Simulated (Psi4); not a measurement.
**CH3BN− ([B(CN)H3]-): UHF/6-311G(d) (sfX2C, density fitting)**

Aim: the vertical electron affinity of CH3BN− ([B(CN)H3]-) at UHF/6-311G* (sfX2C, density fitting), from 2 runs. The job is set up through a Python script.

The results are computed with Psi4 1.11.

2 further runs of the same task are left out: 2 set aside as unsound or not needed.

## 1. The system as given

CH3BN− has 6 atoms, charge -1, and is taken as a singlet. As SMILES, `[H][B-]([H])([H])C#N`. The coordinates come from a GFN2-xTB relaxation.

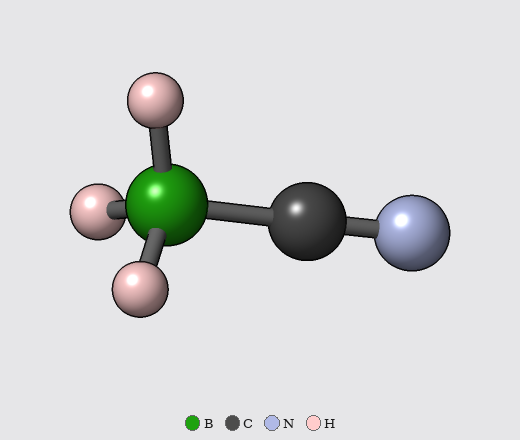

The structure, seen from a chosen angle (boron green, carbon dark grey, nitrogen light blue, hydrogen pink).

## 2. Energy and gradient at UHF/6-311G(d) (sfX2C, density fitting)

Contents of job.py:

```python
import psi4

psi4.set_memory('1600 MB')
psi4.set_num_threads(1)
psi4.core.set_output_file('run.log', False)

mol = psi4.geometry("""
-1 1
B     -0.01670518    -0.00168186    -0.97358690
C      0.02379165     0.00568808     1.96488053
N      0.07018443     0.00408181     4.15412825
H      2.16640093     0.00759670    -1.74028658
H     -1.13120896     1.89070878    -1.70691402
H     -1.11248177    -1.90641241    -1.69822128
units bohr
""")

options = {'basis': '6-311G*', 'reference': 'uhf', 'scf_type': 'mem_df', 'relativistic': 'x2c'}
psi4.set_options(options)

e = psi4.gradient('scf')
print('gradient / Eh bohr^-1')
print(e.np.round(6))
```

Launch:

```sh
$ python job.py
```

run.log (excerpt; [...] marks lines left out):

```text
[...]
  Running in c1 symmetry.
[...]
  Nuclear repulsion =   51.037990673105703
[...]
  Multiplicity = 1
[...]
  Nalpha       = 11
  Nbeta        = 11
[...]
    Number of basis functions: 63
[...]
    WARNING: The X2C and Dirac Hamiltonians have substatially different eigenvalues!
             This is probably caused by the recontraction of the basis set.
[...]
   @DF-UHF iter   1:  -118.74940329814439   -1.15375e+00   6.03075e-03 ADIIS/DIIS
[...]
    WARNING: The X2C and Dirac Hamiltonians have substatially different eigenvalues!
             This is probably caused by the recontraction of the basis set.
[...]
    WARNING: The X2C and Dirac Hamiltonians have substatially different eigenvalues!
             This is probably caused by the recontraction of the basis set.
[...]
    WARNING: The X2C and Dirac Hamiltonians have substatially different eigenvalues!
             This is probably caused by the recontraction of the basis set.
[...]
    WARNING: The X2C and Dirac Hamiltonians have substatially different eigenvalues!
             This is probably caused by the recontraction of the basis set.
[...]
    WARNING: The X2C and Dirac Hamiltonians have substatially different eigenvalues!
             This is probably caused by the recontraction of the basis set.
[...]
   @DF-UHF iter  11:  -118.84565849589974   -6.96332e-13   3.27917e-09 DIIS
[...]
   @S^2 Observed:               -3.552713679E-14
[...]
    Orbital Energies [Eh]
    ---------------------
    Alpha Occupied:
       1A    -15.345385     2A    -11.039344     3A     -7.340750
       4A     -0.996715     5A     -0.578405     6A     -0.379722
       7A     -0.305395     8A     -0.293534     9A     -0.293385
      10A     -0.211926    11A     -0.211827
    Alpha Virtual:
      12A      0.368093    13A      0.388449    14A      0.388562
      15A      0.434416    16A      0.472606    17A      0.472803
      18A      0.546129    19A      0.555517    20A      0.555603
      21A      0.834476    22A      0.839211    23A      0.839261
      24A      0.879509    25A      0.913696    26A      0.913878
[...]
  @DF-UHF Final Energy:  -118.84565849589974
   => Energetics <=
    Nuclear Repulsion Energy =             51.0455197091760979
    One-Electron Energy =                -265.7895788638467138
    Two-Electron Energy =                  95.8984006587708819
    Total Energy =                       -118.8456584958997411
  UHF NO Occupations:
  HONO-2 :    9  A 2.0000000
  HONO-1 :   10  A 2.0000000
[...]
 Multipole Moments:
 ------------------------------------------------------------------------------------
     Multipole            Electronic (a.u.)      Nuclear  (a.u.)        Total (a.u.)
 ------------------------------------------------------------------------------------
 L = 1.  Multiply by 2.5417464519 to convert [e a0] to [Debye]
 Dipole X            :          0.0600078           -0.0547091            0.0052987
 Dipole Y            :          0.0070588           -0.0056011            0.0014578
 Dipole Z            :          4.3217214           -3.6828061            0.6389153
 Magnitude           :                                                    0.6389389
[...]
```

Standard output:

```text
gradient / Eh bohr^-1
[[ 6.2100e-04 -3.5800e-04  2.3898e-02]
 [-1.9680e-03  3.0800e-04 -7.8820e-02]
 [ 1.4070e-03 -2.0300e-04  5.0403e-02]
 [-1.5510e-03  2.0000e-06  1.6240e-03]
 [ 6.8600e-04 -1.1460e-03  1.4430e-03]
 [ 8.0500e-04  1.3980e-03  1.4520e-03]]
```

Wall time 14 s (1 thread of Intel Xeon 6975P-C (Granite Rapids), shared host); peak memory 0.21 GiB.

## 3. Doublet [CH3BN]2− at the same level

Contents of job.py:

```python
import psi4

psi4.set_memory(1600000000)
psi4.set_num_threads(1)
psi4.set_output_file('ch3bn.out', False)

molecule = psi4.geometry("""
-2 2
B     -0.01670518    -0.00168186    -0.97358690
C      0.02379165     0.00568808     1.96488053
N      0.07018443     0.00408181     4.15412825
H      2.16640093     0.00759670    -1.74028658
H     -1.13120896     1.89070878    -1.70691402
H     -1.11248177    -1.90641241    -1.69822128
units au
""")

psi4.set_options({
    'basis': '6-311G*',
    'reference': 'uhf',
    'scf_type': 'mem_df',
    'relativistic': 'x2c',
})

E = psi4.gradient('hf')
print('gradient / Eh bohr^-1')
print(E.np.round(6))
```

Launch:

```sh
$ python job.py
```

ch3bn.out (excerpt; [...] marks lines left out):

```text
[...]
  Running in c1 symmetry.
[...]
  Nuclear repulsion =   51.037990673105703
[...]
  Multiplicity = 2
[...]
  Nalpha       = 12
  Nbeta        = 11
[...]
    Number of basis functions: 63
[...]
    WARNING: The X2C and Dirac Hamiltonians have substatially different eigenvalues!
             This is probably caused by the recontraction of the basis set.
[...]
   @DF-UHF iter   1:  -118.24624773223226   -6.50597e-01   9.30771e-03 DIIS/ADIIS
[...]
   @DF-UHF iter  57:  -118.48001491506973    7.24469e-11   5.96911e-09 DIIS
[...]
   @S^2 Observed:                7.657768392E-01
[...]
    Orbital Energies [Eh]
    ---------------------
    Alpha Occupied:
       1A    -15.049860     2A    -10.744276     3A     -7.124862
       4A     -0.727221     5A     -0.342965     6A     -0.145522
       7A     -0.088741     8A     -0.058389     9A     -0.057971
      10A     -0.008245    11A      0.029185    12A      0.334386
    Alpha Virtual:
      13A      0.538472    14A      0.585207    15A      0.624157
      16A      0.629452    17A      0.693719    18A      0.746472
      19A      0.753340    20A      0.759079    21A      1.039676
      22A      1.062739    23A      1.071205    24A      1.103748
      25A      1.124872    26A      1.134159    27A      1.175148
[...]
  @DF-UHF Final Energy:  -118.48001491506973
   => Energetics <=
    Nuclear Repulsion Energy =             51.0455197091760979
    One-Electron Energy =                -270.9931875002342849
    Two-Electron Energy =                 101.4676528759884633
    Total Energy =                       -118.4800149150697308
  UHF NO Occupations:
  HONO-2 :   10  A 1.9989014
  HONO-1 :   11  A 1.9952432
[...]
 Multipole Moments:
 ------------------------------------------------------------------------------------
     Multipole            Electronic (a.u.)      Nuclear  (a.u.)        Total (a.u.)
 ------------------------------------------------------------------------------------
 L = 1.  Multiply by 2.5417464519 to convert [e a0] to [Debye]
 Dipole X            :          0.2954380           -0.0547091            0.2407289
 Dipole Y            :         -0.0284247           -0.0056011           -0.0340257
 Dipole Z            :          5.0738153           -3.6828061            1.3910092
 Magnitude           :                                                    1.4120958
[...]
```

Standard output:

```text
gradient / Eh bohr^-1
[[-0.032383  0.019706 -0.047668]
 [-0.000377 -0.059334  0.091517]
 [ 0.014371  0.031324 -0.108328]
 [-0.013357  0.002982  0.041525]
 [ 0.016288 -0.017931  0.006207]
 [ 0.015459  0.023253  0.016748]]
```

It took 27 s on 1 thread of Intel Xeon 6975P-C (Granite Rapids), shared host; peak memory 0.21 GiB.

## 4. Outcome

At UHF/6-311G* (sfX2C, density fitting):

| quantity | value |
| --- | --- |
| singlet CH3BN−: total energy | -118.84567 Eh |
| singlet CH3BN−: largest force on an atom | 4.054 eV/Å |
| doublet [CH3BN]2−: total energy | -118.48016 Eh |
| doublet [CH3BN]2−: ⟨S²⟩ | 0.766 |
| doublet [CH3BN]2−: largest force on an atom | 5.846 eV/Å |
| vertical electron affinity (to the doublet dianion) | -9.946 eV |

In words: The dianion lies 9.95 eV (229 kcal/mol) above the anion: the electron isn't bound at this level, and such a value depends on the basis. Without diffuse functions anions come out too high. Hartree–Fock misses the correlation that binds many anions. The largest force (singlet CH3BN−) is 4.05 eV/Å: the shape isn't a stationary point for this species at this level.
